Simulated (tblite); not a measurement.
# C5H14BNSi: geometry relaxation (part 2 of 2)

Continued. System: C5H14BNSi, SMILES [SiH3]NB1CCCCC1. Method: GFN2-xTB geometry optimisation, gas phase (tblite 0.8.0). It belongs to a series of runs on one base structure; here: H on B replaced by NHSiH3.

Geometry of the input (Å):
```
Si 2.7445  0.2039  0.1696
N  1.8199  -0.8630  1.2710
B  0.3460  -0.7522  0.9656
C  -0.2998  -1.3873  -0.3642
C  -0.9449  -0.3036  -1.2136
C  -1.9250  0.5755  -0.4176
C  -1.2034  1.2952  0.7427
C  -0.5719  0.3061  1.7437
H  4.1756  0.1171  0.4803
H  2.5134  -0.2111  -1.2188
H  2.2829  1.5945  0.3435
H  2.1119  -1.8528  1.0776
H  -1.0781  -2.1292  -0.0401
H  0.4865  -1.9278  -0.9408
H  -0.1543  0.3472  -1.6655
H  -1.4979  -0.7824  -2.0446
H  -2.3619  1.3418  -1.0880
H  -2.7496  -0.0558  -0.0170
H  -1.9381  1.9312  1.2931
H  -0.4100  1.9642  0.3453
H  -1.3853  -0.2453  2.2743
H  0.0289  0.8533  2.4903
```

Trajectory as extended XYZ, continued:
```
22
Properties=species:S:1:pos:R:3:forces:R:3 step=72 energy=-647.37520
Si    3.0827    0.4486    0.7125   -0.0450  -0.0140  -0.0010
N     1.7884   -0.6475    0.3098    0.0240  -0.0020   0.0000
B     0.4169   -0.6853    0.5862    0.0050   0.0360  -0.0290
C    -0.5806   -1.5967   -0.2494    0.0340   0.0120   0.0100
C    -1.3687   -0.6299   -1.1522   -0.0350   0.0410   0.0180
C    -2.0575    0.4786   -0.3553    0.0030   0.0290   0.0430
C    -1.0832    1.2894    0.5001    0.0010   0.0120  -0.0200
C    -0.3207    0.3858    1.4837   -0.0230   0.0220   0.0110
H     4.0710   -0.2956    1.5000    0.0080  -0.0010  -0.0040
H     3.6530    0.8941   -0.5650    0.0360  -0.0190   0.0020
H     2.5840    1.6038    1.4501   -0.0240  -0.0260   0.0180
H     2.0930   -1.3547   -0.3472    0.0230  -0.0260  -0.0040
H    -1.2912   -2.1268    0.3883   -0.0020  -0.0010  -0.0110
H    -0.0944   -2.3454   -0.8793    0.0010  -0.0210  -0.0120
H    -0.6799   -0.1771   -1.8693    0.0120   0.0180  -0.0110
H    -2.1241   -1.1810   -1.7180   -0.0100  -0.0080  -0.0420
H    -2.5678    1.1529   -1.0508   -0.0070  -0.0450   0.0290
H    -2.8171    0.0360    0.2950    0.0270  -0.0140  -0.0030
H    -1.6313    2.0646    1.0437   -0.0320  -0.0260  -0.0090
H    -0.3603    1.7926   -0.1468   -0.0050  -0.0060  -0.0400
H    -1.0533   -0.0832    2.1425   -0.0130   0.0110   0.0620
H     0.3307    0.9961    2.1082    0.0220   0.0270  -0.0050
22
Properties=species:S:1:pos:R:3:forces:R:3 step=87 energy=-647.39117
Si    3.1096    0.4098    0.7689    0.0520  -0.0100   0.0210
N     1.8116   -0.6492    0.2942   -0.0300   0.0450   0.0390
B     0.4339   -0.6500    0.5453   -0.0470  -0.0060  -0.0350
C    -0.5661   -1.5672   -0.2848    0.0010   0.0130  -0.0140
C    -1.4104   -0.6201   -1.1589    0.0060  -0.0180  -0.0090
C    -2.1072    0.4439   -0.3129    0.0040  -0.0220  -0.0170
C    -1.1032    1.3025    0.4536   -0.0180  -0.0290  -0.0040
C    -0.2954    0.4379    1.4354    0.0290  -0.0050  -0.0090
H     4.0726   -0.3530    1.5710   -0.0210  -0.0320   0.0070
H     3.7611    0.8771   -0.4614   -0.0270   0.0010   0.0000
H     2.5667    1.5250    1.5338    0.0390   0.0280  -0.0110
H     2.1134   -1.3583   -0.3595    0.0450  -0.0600  -0.0280
H    -1.2478   -2.1149    0.3709    0.0150  -0.0140  -0.0260
H    -0.0794   -2.3059   -0.9281   -0.0040   0.0170   0.0050
H    -0.7593   -0.1265   -1.8848    0.0240   0.0080   0.0010
H    -2.1531   -1.1911   -1.7239   -0.0240   0.0070   0.0350
H    -2.7191    1.0811   -0.9571    0.0110  -0.0070  -0.0170
H    -2.7755   -0.0496    0.3974   -0.0020   0.0240   0.0100
H    -1.6273    2.0998    0.9865   -0.0340  -0.0070   0.0190
H    -0.4133    1.7724   -0.2534   -0.0430   0.0110   0.0050
H    -0.9955   -0.0169    2.1403    0.0130   0.0150   0.0060
H     0.3733    1.0723    2.0143    0.0090   0.0400   0.0220
22
Properties=species:S:1:pos:R:3:forces:R:3 step=101 energy=-647.41865
Si    3.2020    0.2819    0.9138   -0.0480  -0.0230   0.0890
N     1.8542   -0.6748    0.3554    0.1260  -0.0130  -0.1000
B     0.4626   -0.5472    0.4472    0.1250   0.0280   0.0480
C    -0.4996   -1.4828   -0.4078   -0.0380   0.0530  -0.0380
C    -1.5113   -0.6120   -1.1729    0.0200  -0.0370  -0.0430
C    -2.2175    0.3610   -0.2335   -0.0370  -0.0330  -0.0760
C    -1.2276    1.3378    0.3944   -0.0300   0.0020   0.0240
C    -0.2285    0.5994    1.2963   -0.0410   0.0250   0.0290
H     4.0333   -0.6001    1.7440   -0.0010   0.0340  -0.0510
H     3.9200    0.7552   -0.2723    0.0630  -0.0460  -0.0480
H     2.7599    1.4436    1.6803   -0.0160  -0.0550   0.0150
H     2.1692   -1.4368   -0.2386   -0.0620   0.0780   0.0890
H    -1.0623   -2.1624    0.2409    0.0340   0.0450  -0.0230
H     0.0415   -2.1096   -1.1232   -0.0280  -0.0180   0.0170
H    -0.9929   -0.0421   -1.9521    0.0180  -0.0370   0.0910
H    -2.2478   -1.2435   -1.6774   -0.0290  -0.0230   0.0310
H    -2.9768    0.9150   -0.7907   -0.0070   0.0310  -0.0240
H    -2.7324   -0.2047    0.5492    0.0640   0.0590   0.0000
H    -1.7747    2.0934    0.9634    0.0080   0.0230   0.0360
H    -0.6736    1.8526   -0.3982   -0.0830  -0.0260   0.0430
H    -0.7784    0.1768    2.1420   -0.0390  -0.0430  -0.0360
H     0.4704    1.3189    1.7268    0.0010  -0.0230  -0.0730
22
Properties=species:S:1:pos:R:3:forces:R:3 step=116 energy=-647.44641
Si    3.2774    0.1436    1.0704   -0.0140   0.0270   0.0180
N     1.9115   -0.6441    0.3333   -0.0410  -0.0200  -0.0180
B     0.5286   -0.4082    0.3069    0.0250  -0.0160  -0.0110
C    -0.4314   -1.3793   -0.5122   -0.0060  -0.0110  -0.0070
C    -1.5981   -0.6276   -1.1651   -0.0060  -0.0100   0.0050
C    -2.3003    0.2843   -0.1637   -0.0040   0.0130   0.0020
C    -1.3564    1.3673    0.3518   -0.0020   0.0080  -0.0010
C    -0.1626    0.7711    1.1102   -0.0150   0.0060   0.0020
H     3.9740   -0.8532    1.8901   -0.0020  -0.0200   0.0020
H     4.1550    0.6098   -0.0086    0.0120   0.0050  -0.0120
H     2.8223    1.2577    1.8927    0.0080   0.0050   0.0090
H     2.1965   -1.4523   -0.2068    0.0060   0.0130   0.0030
H    -0.8497   -2.1174    0.1816    0.0040   0.0180  -0.0160
H     0.0987   -1.9517   -1.2796   -0.0130  -0.0060   0.0010
H    -1.2188   -0.0222   -1.9926    0.0120   0.0110   0.0190
H    -2.3205   -1.3338   -1.5834    0.0020  -0.0330   0.0030
H    -3.1641    0.7521   -0.6440    0.0080   0.0160  -0.0010
H    -2.6715   -0.3096    0.6747    0.0330  -0.0120   0.0100
H    -1.9075    2.0542    1.0012    0.0090  -0.0020  -0.0190
H    -0.9870    1.9420   -0.5017    0.0020   0.0120   0.0190
H    -0.5332    0.3625    2.0559   -0.0050   0.0020   0.0060
H     0.5267    1.5743    1.3757   -0.0140  -0.0030  -0.0120
22
Properties=species:S:1:pos:R:3:forces:R:3 step=130 energy=-647.44764
Si    3.2745    0.1368    1.0907   -0.0070   0.0030  -0.0010
N     1.9169   -0.6296    0.3144   -0.0040  -0.0030  -0.0020
B     0.5344   -0.3974    0.2863   -0.0030   0.0020   0.0070
C    -0.4285   -1.3754   -0.5206    0.0030   0.0000  -0.0030
C    -1.6088   -0.6352   -1.1610   -0.0070  -0.0020   0.0060
C    -2.3011    0.2794   -0.1547    0.0000  -0.0050   0.0010
C    -1.3578    1.3720    0.3400   -0.0040  -0.0050   0.0050
C    -0.1562    0.7830    1.0905   -0.0050   0.0040   0.0070
H     3.9445   -0.8882    1.8994    0.0010  -0.0020   0.0020
H     4.1765    0.6150    0.0365    0.0000   0.0020  -0.0040
H     2.8192    1.2388    1.9292    0.0010  -0.0010   0.0040
H     2.2091   -1.4307   -0.2319    0.0000  -0.0020  -0.0030
H    -0.8333   -2.1099    0.1842   -0.0030   0.0010  -0.0030
H     0.0915   -1.9523   -1.2911    0.0060   0.0030  -0.0030
H    -1.2449   -0.0315   -1.9966    0.0030   0.0000   0.0060
H    -2.3302   -1.3525   -1.5627   -0.0040   0.0010  -0.0020
H    -3.1776    0.7377   -0.6209    0.0080  -0.0020  -0.0010
H    -2.6468   -0.3124    0.6963    0.0010  -0.0070  -0.0030
H    -1.9066    2.0597    0.9896    0.0060   0.0070   0.0010
H    -0.9991    1.9453   -0.5183    0.0040   0.0010  -0.0060
H    -0.5180    0.3769    2.0412    0.0020   0.0070  -0.0040
H     0.5319    1.5900    1.3466   -0.0010  -0.0020  -0.0060
```

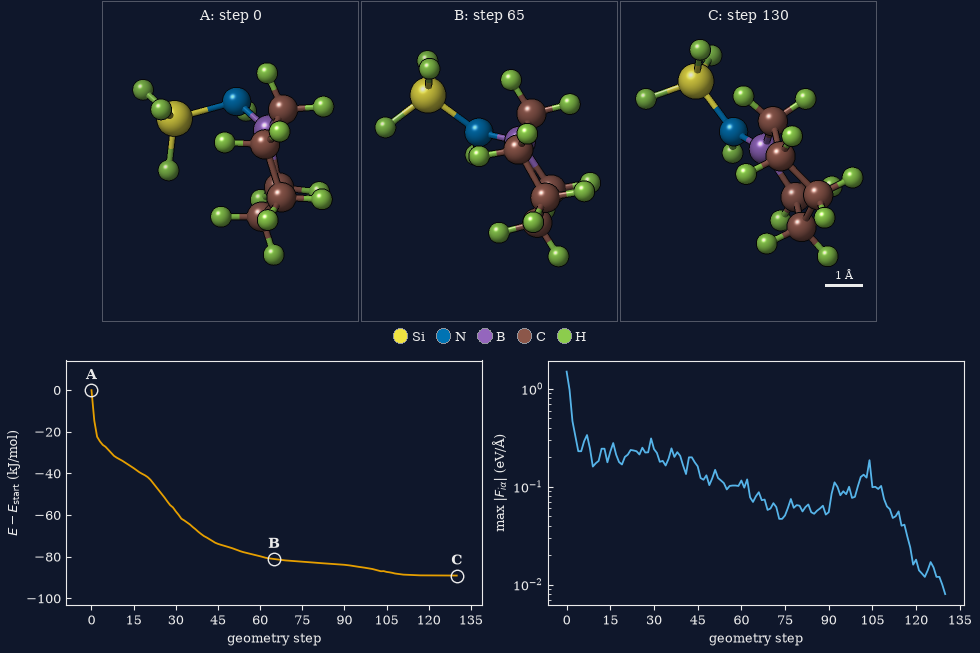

*Frames of the relaxation (ball-and-stick view, seen at a tilt) above the curves, on which the letters mark them (steps are counted from 0).*

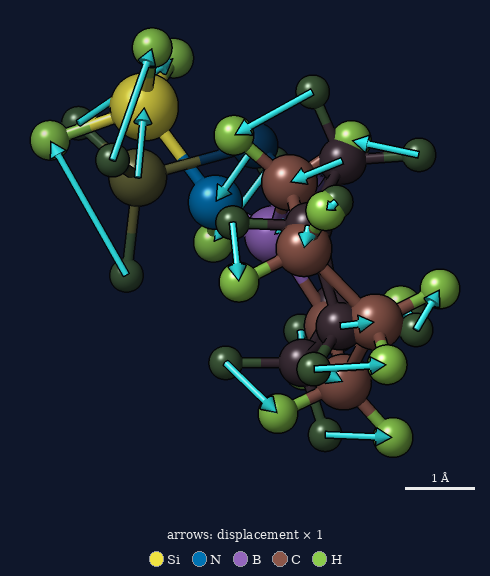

*Start (faint) and end (solid) with the displacements as teal arrows, at true length (ball-and-stick view, seen at a tilt). The two geometries are laid on each other by the best rigid fit.*

The energy falls by 89.0 kJ/mol in 130 geometry steps. The largest force component goes from 1.5 to 0.008 eV/Å. H10 moves most after the best rigid fit: 2.28 Å. By element the largest moves are H 2.28 Å, Si 1.10 Å, N 1.01 Å, C 0.84 Å, B 0.80 Å. Distances before and after: N2–B3 1.509 → 1.402 Å, Si1–N2 1.791 → 1.742 Å, N2–H12 1.050 → 1.013 Å, C4–H13 1.123 → 1.095 Å. Among the angles that change: Si1–N2–B3 109.6° → 134.8°, B3–N2–H12 107.7° → 113.9°, Si1–N2–H12 107.7° → 111.3°. (Atoms are counted from 1 in the order of the input.)

Results in brief:

| quantity | value |
| --- | --- |
| outcome | converged |
| total energy | −647.4476 eV |
| hardware | 1 CPU thread, shared host |
| wall time | 2.3 s |
| peak memory | 0.18 GiB |
